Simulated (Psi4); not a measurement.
Geometry relaxation of NO (part 2 of 2)

The same run, continued: NO, multiplicity 2, SMILES [N]=O; r2SCAN/6-311G**, UKS, dispersion D4 (Psi4 1.11). The geometry comes from this level: GFN2-xTB.

Geometry of the input (Å):
```
N  -0.4902  0.1794  -0.2473
O  0.4902  -0.1794  0.2473
```

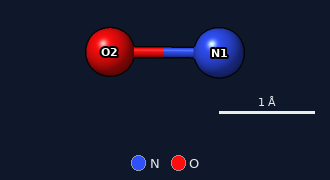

*The geometry at step 1 of the log (ball-and-stick view, seen on its broad side; atoms are numbered from 1 in the order of the input).*

What the program printed, continued
```
  Basis Set: (6-311G** AUX)
    Blend: CC-PVTZ-JKFIT
    Number of shells: 50
    Number of basis functions: 158
    Number of Cartesian functions: 192
    Spherical Harmonics?: true
    Max angular momentum: 4

  Cached 100.0% of DFT collocation blocks in 0.104 [GiB].

  Minimum eigenvalue in the overlap matrix is 1.1827573513E-02.
  Reciprocal condition number of the overlap matrix is 3.3517242413E-03.
    Using symmetric orthogonalization.

  ==> Pre-Iterations <==

  SCF Guess: Orbitals guess was supplied from a previous computation.

   -------------------------------------------------------
    Irrep   Nso     Nmo     Nalpha   Nbeta   Ndocc  Nsocc
   -------------------------------------------------------
     A1        18      18       5       5       5       0
     A2         2       2       0       0       0       0
     B1         8       8       2       1       1       1
     B2         8       8       1       1       1       0
   -------------------------------------------------------
    Total      36      36       8       7       7       1
   -------------------------------------------------------

  ==> Iterations <==

                           Total Energy        Delta E     RMS |[F,P]|

   @DF-UKS iter   0:  -129.86607099911865   -1.29866e+02   6.98501e-04
   @DF-UKS iter   1:  -129.86225447853101    3.81652e-03   2.00766e-04 ADIIS/DIIS
   @DF-UKS iter   2:  -129.86221387050946    4.06080e-05   5.36998e-04 ADIIS/DIIS
   @DF-UKS iter   3:  -129.86226082943116   -4.69589e-05   5.76211e-05 DIIS
   @DF-UKS iter   4:  -129.86226135131977   -5.21889e-07   8.00247e-06 DIIS
   @DF-UKS iter   5:  -129.86226136347554   -1.21558e-08   7.50974e-07 DIIS
   @DF-UKS iter   6:  -129.86226136373392   -2.58382e-10   2.96114e-07 DIIS
   @DF-UKS iter   7:  -129.86226136382544   -9.15179e-11   1.15453e-07 DIIS
   @DF-UKS iter   8:  -129.86226136383559   -1.01466e-11   1.89982e-08 DIIS
   @DF-UKS iter   9:  -129.86226136383587   -2.84217e-13   4.07696e-09 DIIS
  Energy and wave function converged.

  ==> Post-Iterations <==

   Electrons on quadrature grid:
      Nalpha   =    8.0000001430 ; deviation = 1.430e-07
      Nbeta    =    7.0000000602 ; deviation = 6.018e-08
      Ntotal   =   15.0000002032 ; deviation = 2.032e-07

   @Spin Contamination Metric:   2.849822573E-03
   @S^2 Expected:                7.500000000E-01
   @S^2 Observed:                7.528498226E-01
   @S   Expected:                5.000000000E-01
   @S   Observed:                5.000000000E-01

    Final Occupation by Irrep:
             A1    A2    B1    B2
    DOCC [     5,    0,    1,    1 ]
    SOCC [     0,    0,    1,    0 ]
    NA   [     5,    0,    2,    1 ]
    NB   [     5,    0,    1,    1 ]

  @DF-UKS Final Energy:  -129.86226136383587

   => Energetics <=

    Nuclear Repulsion Energy =             25.7276545872466151
    One-Electron Energy =                -227.9402450607648518
    Two-Electron Energy =                  87.6677397116207260
    DFT Exchange-Correlation Energy =     -15.3173384116757614
    Empirical Dispersion Energy =          -0.0000721902625902
    VV10 Nonlocal Energy =                  0.0000000000000000
    Total Energy =                       -129.8622613638358700

  UHF NO Occupations:
  HONO-2 :    5 A1 1.9995156
  HONO-1 :    1 B1 1.9992242
  HONO-0 :    2 B1 1.0000000
  LUNO+0 :    3 B1 0.0007758
  LUNO+1 :    6 A1 0.0004844
  LUNO+2 :    7 A1 0.0000848
  LUNO+3 :    2 B2 0.0000635

Computation Completed

Properties will be evaluated at   0.000000,   0.000000,   0.000000 [a0]

Properties computed using the SCF density matrix

 Multipole Moments:

 ------------------------------------------------------------------------------------
     Multipole            Electronic (a.u.)      Nuclear  (a.u.)        Total (a.u.)
 ------------------------------------------------------------------------------------

 L = 1.  Multiply by 2.5417464519 to convert [e a0] to [Debye]
 Dipole X            :          0.0000000            0.0000000            0.0000000
 Dipole Y            :          0.0000000            0.0000000            0.0000000
 Dipole Z            :          0.0326955            0.0043673            0.0370629
 Magnitude           :                                                    0.0370629

 ------------------------------------------------------------------------------------

	total time  =          2 seconds =       0.03 minutes

         ------------------------------------------------------------
                                   SCF GRAD
         ------------------------------------------------------------

  ==> Geometry <==

    Molecular point group: c2v
    Full point group: C_inf_v

    Geometry (in Angstrom), charge = 0, multiplicity = 2:

       Center              X                  Y                   Z               Mass
    ------------   -----------------  -----------------  -----------------  -----------------
         N            0.000000000000     0.000000000000    -0.614156076966    14.003074004430
         O            0.000000000000     0.000000000000     0.537675455016    15.994914619570

  Nuclear repulsion =   25.727654587246615

   => Molecular Quadrature <=

    Radial Scheme          =       TREUTLER
    Pruning Scheme         =           NONE
    Nuclear Scheme         =       TREUTLER

    Blocking Scheme        =         OCTREE
    BS radius alpha        =              1
    Pruning alpha          =              1
    Radial Points          =             75
    Spherical Points       =            302
    Total Points           =          42208
    Total Blocks           =            373
    Max Points             =            256
    Max Functions          =             36
    Weights Tolerance      =       1.00E-15

  -Total Gradient:
     Atom            X                  Y                   Z
    ------   -----------------  -----------------  -----------------
       1       -0.000000000000     0.000000000000    -0.000714610484
       2        0.000000000000    -0.000000000000     0.002318020044

	total time  =          0 seconds =       0.00 minutes

    			-----------------------------------------

    			 OPTKING 3.0: for geometry optimizations

    			        with contributions from

    			-----------------------------------------

	                            ===> Fragment 1 <==

	 Z (Atomic Numbers)          Masses                          Geom
	       7.000000            14.003074          0.00000000  0.00000000 -1.16058678
	       8.000000            15.994915          0.00000000  0.00000000  1.01605935

	 - Coordinate -           - BOHR/RAD -       - ANG/DEG -
	 R(1,2)           =         2.176646           1.151832

	        --- Internal Coordinate Step in ANG or DEG, aJ/ANG or AJ/DEG ---
	-------------------------------------------------------------------------------
	           Coordinate      Previous         Force          Change          New
	           ----------      --------        ------          ------        ------
	               R(1,2)       1.15183       -0.01249       -0.00074       1.15109
	-------------------------------------------------------------------------------

	                                 ==> Convergence Check <==

	Measures of convergence in internal coordinates in au.

	Criteria marked as inactive (o), active & met (*), and active & unmet ( ).

	----------------------------------------------------------------------------------------------
	   Step    Total Energy     Delta E     Max Force     RMS Force      Max Disp      RMS Disp
	----------------------------------------------------------------------------------------------
	  Convergence Criteria     1.00e-06 *    3.00e-04 *             o    1.20e-03 *             o
	----------------------------------------------------------------------------------------------
	     2    -129.86226136   -3.30e-05      1.52e-03      1.52e-03 o    1.40e-03      1.40e-03 o  ~
	----------------------------------------------------------------------------------------------

Next Geometry in Ang
	Fragment 1 (Ang)

	    N   0.0000000000   0.0000000000  -0.6137845913
	    O   0.0000000000   0.0000000000   0.5373039693

    Structure for next step:
    Molecular point group: c2v
    Full point group: C_inf_v

    Geometry (in Angstrom), charge = 0, multiplicity = 2:

    N
    O             1    1.151089

gradient() will perform analytic gradient computation.

  ==> Geometry <==

    Molecular point group: c2v
    Full point group: C_inf_v

    Geometry (in Angstrom), charge = 0, multiplicity = 2:

       Center              X                  Y                   Z               Mass
    ------------   -----------------  -----------------  -----------------  -----------------
         N            0.000000000000     0.000000000000    -0.613759924969    14.003074004430
         O            0.000000000000     0.000000000000     0.537328635676    15.994914619570

  Running in c2v symmetry.

  Rotational constants: A = ************  B =      1.70399  C =      1.70399 [cm^-1]
  Rotational constants: A = ************  B =  51084.19444  C =  51084.19444 [MHz]
  Nuclear repulsion =   25.744260529272712

  Charge       = 0
  Multiplicity = 2
  Electrons    = 15
  Nalpha       = 8
  Nbeta        = 7

   => Auxiliary Basis Set <=

  Basis Set: (6-311G** AUX)
    Blend: CC-PVTZ-JKFIT
    Number of shells: 50
    Number of basis functions: 158
    Number of Cartesian functions: 192
    Spherical Harmonics?: true
    Max angular momentum: 4

  Cached 100.0% of DFT collocation blocks in 0.104 [GiB].

  Minimum eigenvalue in the overlap matrix is 1.1796152434E-02.
  Reciprocal condition number of the overlap matrix is 3.3420374259E-03.
    Using symmetric orthogonalization.

  ==> Iterations <==

                           Total Energy        Delta E     RMS |[F,P]|

   @DF-UKS iter   0:  -129.86306918861743   -1.29863e+02   1.48885e-04
   @DF-UKS iter   1:  -129.86226192854616    8.07260e-04   4.26289e-05 DIIS
   @DF-UKS iter   2:  -129.86226009705069    1.83150e-06   1.14054e-04 ADIIS/DIIS
   @DF-UKS iter   3:  -129.86226221647871   -2.11943e-06   1.18390e-05 DIIS
   @DF-UKS iter   4:  -129.86226223842522   -2.19465e-08   1.69027e-06 DIIS
   @DF-UKS iter   5:  -129.86226223896699   -5.41775e-10   1.58382e-07 DIIS
   @DF-UKS iter   6:  -129.86226223897827   -1.12834e-11   6.20347e-08 DIIS
   @DF-UKS iter   7:  -129.86226223898220   -3.92220e-12   2.39895e-08 DIIS
   @DF-UKS iter   8:  -129.86226223898271   -5.11591e-13   4.01327e-09 DIIS
  Energy and wave function converged.

  ==> Post-Iterations <==

   Electrons on quadrature grid:
      Nalpha   =    8.0000001435 ; deviation = 1.435e-07
      Nbeta    =    7.0000000605 ; deviation = 6.050e-08
      Ntotal   =   15.0000002040 ; deviation = 2.040e-07

   @Spin Contamination Metric:   2.845830958E-03
   @S^2 Expected:                7.500000000E-01
   @S^2 Observed:                7.528458310E-01
   @S   Expected:                5.000000000E-01
   @S   Observed:                5.000000000E-01

    Orbital Energies [Eh]
    ---------------------

    Alpha Occupied:

       1A1   -19.084004     2A1   -14.289243     3A1    -1.209054
       4A1    -0.651130     1B1    -0.495184     1B2    -0.479751
       5A1    -0.446316     2B1    -0.175484

    Alpha Virtual:

       2B2    -0.141846     6A1     0.297219     3B1     0.532739
       3B2     0.560318     7A1     0.599338     8A1     0.609016
       9A1     0.735240     4B1     0.773145     4B2     0.794417
      10A1     1.272403     5B1     1.793350     5B2     1.798266
       1A2     1.811399    11A1     1.823254    12A1     2.509413
       2A2     2.737320    13A1     2.742154     6B1     3.200379
       6B2     3.224285    14A1     3.536378     7B1     3.694213
       7B2     3.729848    15A1     4.214949     8B1     4.770193
       8B2     4.803477    16A1     5.576634    17A1    35.362194
      18A1    49.858600

    Beta Occupied:

       1A1   -19.071817     2A1   -14.270938     3A1    -1.189159
       4A1    -0.614379     1B2    -0.470128     1B1    -0.428593
       5A1    -0.419536

    Beta Virtual:

       2B2    -0.123455     2B1    -0.071019     6A1     0.320638
       3B2     0.580917     3B1     0.613417     7A1     0.621045
       8A1     0.637930     9A1     0.749252     4B2     0.806677
       4B1     0.830327    10A1     1.307297     5B2     1.810585
       5B1     1.847452    11A1     1.893557     1A2     1.895391
      12A1     2.545567    13A1     2.790728     2A2     2.791479
       6B2     3.244039     6B1     3.282678    14A1     3.559900
       7B2     3.764429     7B1     3.806169    15A1     4.242522
       8B2     4.824540     8B1     4.858867    16A1     5.609222
      17A1    35.360453    18A1    49.856056

    Final Occupation by Irrep:
             A1    A2    B1    B2
    DOCC [     5,    0,    1,    1 ]
    SOCC [     0,    0,    1,    0 ]
    NA   [     5,    0,    2,    1 ]
    NB   [     5,    0,    1,    1 ]

  @DF-UKS Final Energy:  -129.86226223898271

   => Energetics <=

    Nuclear Repulsion Energy =             25.7442605292727116
    One-Electron Energy =                -227.9717913358643386
    Two-Electron Energy =                  87.6834559320539455
    DFT Exchange-Correlation Energy =     -15.3181151741144088
    Empirical Dispersion Energy =          -0.0000721903306329
    VV10 Nonlocal Energy =                  0.0000000000000000
    Total Energy =                       -129.8622622389827086

  UHF NO Occupations:
  HONO-2 :    5 A1 1.9995161
  HONO-1 :    1 B1 1.9992251
  HONO-0 :    2 B1 1.0000000
  LUNO+0 :    3 B1 0.0007749
  LUNO+1 :    6 A1 0.0004839
  LUNO+2 :    7 A1 0.0000848
  LUNO+3 :    2 B2 0.0000629

Computation Completed

Properties will be evaluated at   0.000000,   0.000000,   0.000000 [a0]

Properties computed using the SCF density matrix

 Multipole Moments:

 ------------------------------------------------------------------------------------
     Multipole            Electronic (a.u.)      Nuclear  (a.u.)        Total (a.u.)
 ------------------------------------------------------------------------------------

 L = 1.  Multiply by 2.5417464519 to convert [e a0] to [Debye]
 Dipole X            :          0.0000000            0.0000000            0.0000000
 Dipole Y            :          0.0000000            0.0000000            0.0000000
 Dipole Z            :          0.0334310            0.0043645            0.0377955
 Magnitude           :                                                    0.0377955

 ------------------------------------------------------------------------------------

	total time  =          1 seconds =       0.02 minutes

         ------------------------------------------------------------
                                   SCF GRAD
         ------------------------------------------------------------

  ==> Geometry <==

    Molecular point group: c2v
    Full point group: C_inf_v

    Geometry (in Angstrom), charge = 0, multiplicity = 2:

       Center              X                  Y                   Z               Mass
    ------------   -----------------  -----------------  -----------------  -----------------
         N            0.000000000000     0.000000000000    -0.613759924969    14.003074004430
         O            0.000000000000     0.000000000000     0.537328635676    15.994914619570

  Nuclear repulsion =   25.744260529272712

   => Molecular Quadrature <=

    Radial Scheme          =       TREUTLER
    Pruning Scheme         =           NONE
    Nuclear Scheme         =       TREUTLER

    Blocking Scheme        =         OCTREE
    BS radius alpha        =              1
    Pruning alpha          =              1
    Radial Points          =             75
    Spherical Points       =            302
    Total Points           =          42208
    Total Blocks           =            373
    Max Points             =            256
    Max Functions          =             36
    Weights Tolerance      =       1.00E-15

  -Total Gradient:
     Atom            X                  Y                   Z
    ------   -----------------  -----------------  -----------------
       1        0.000000000000    -0.000000000000     0.000826908775
       2       -0.000000000000     0.000000000000     0.000779030197

	total time  =          0 seconds =       0.00 minutes

    			-----------------------------------------

    			 OPTKING 3.0: for geometry optimizations

    			        with contributions from

    			-----------------------------------------

	                            ===> Fragment 1 <==

	 Z (Atomic Numbers)          Masses                          Geom
	       7.000000            14.003074          0.00000000  0.00000000 -1.15983816
	       8.000000            15.994915          0.00000000  0.00000000  1.01540396

	 - Coordinate -           - BOHR/RAD -       - ANG/DEG -
	 R(1,2)           =         2.175242           1.151089

	        --- Internal Coordinate Step in ANG or DEG, aJ/ANG or AJ/DEG ---
	-------------------------------------------------------------------------------
	           Coordinate      Previous         Force          Change          New
	           ----------      --------        ------          ------        ------
	               R(1,2)       1.15109        0.00020        0.00001       1.15110
	-------------------------------------------------------------------------------

	                                 ==> Convergence Check <==

	Measures of convergence in internal coordinates in au.

	Criteria marked as inactive (o), active & met (*), and active & unmet ( ).

	----------------------------------------------------------------------------------------------
	   Step    Total Energy     Delta E     Max Force     RMS Force      Max Disp      RMS Disp
	----------------------------------------------------------------------------------------------
	  Convergence Criteria     1.00e-06 *    3.00e-04 *             o    1.20e-03 *             o
	----------------------------------------------------------------------------------------------
	     3    -129.86226224   -8.75e-07 *    2.39e-05 *    2.39e-05 o    2.21e-05 *    2.21e-05 o  ~
	----------------------------------------------------------------------------------------------

Next Geometry in Ang
	Fragment 1 (Ang)

	    N   0.0000000000   0.0000000000  -0.6137657738
	    O   0.0000000000   0.0000000000   0.5373344845

    Final optimized geometry and variables:
    Molecular point group: c2v
    Full point group: C_inf_v

    Geometry (in Angstrom), charge = 0, multiplicity = 2:

    N
    O             1    1.151089

    Psi4 run time: 0:00:06.84

[set-up sections that repeat, and orbital energies of the middle runs, are left out above]
```

Standard output
```
Optimizer: Optimization complete!
```

Trajectory as extended XYZ (Å, eV, eV/Å), 3 frames, from step=0 to step=2
```
2
Properties=species:S:1:pos:R:3:forces:R:3 step=0 energy=-3533.73126
N    -0.4902    0.1794   -0.2473    0.3434  -0.1257   0.1733
O     0.4902   -0.1794    0.2473   -0.4129   0.1512  -0.2083
2
Properties=species:S:1:pos:R:3:forces:R:3 step=1 energy=-3533.73215
N    -0.4886    0.1789   -0.2465    0.0312  -0.0114   0.0157
O     0.4888   -0.1789    0.2466   -0.1012   0.0370  -0.0510
2
Properties=species:S:1:pos:R:3:forces:R:3 step=2 energy=-3533.73218
N    -0.4883    0.1787   -0.2464   -0.0361   0.0132  -0.0182
O     0.4885   -0.1788    0.2465   -0.0340   0.0124  -0.0171
```

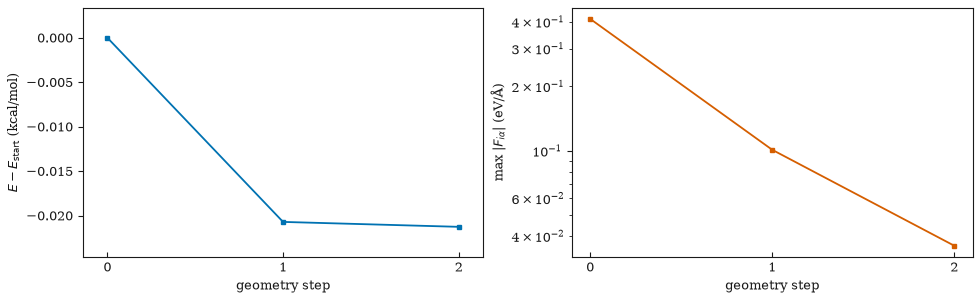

*Progress of the relaxation, step by step (steps are counted from 0).*

The energy falls by 0.02 kcal/mol in 2 geometry steps. Largest force component: 0.41 eV/Å at the start, 0.036 eV/Å at the end. The atoms keep their places after the best rigid fit (all moves are under 0.005 Å). Among the contacts that change: N1–O2 1.155 → 1.151 Å. (Atoms are counted from 1 in the order of the input.)
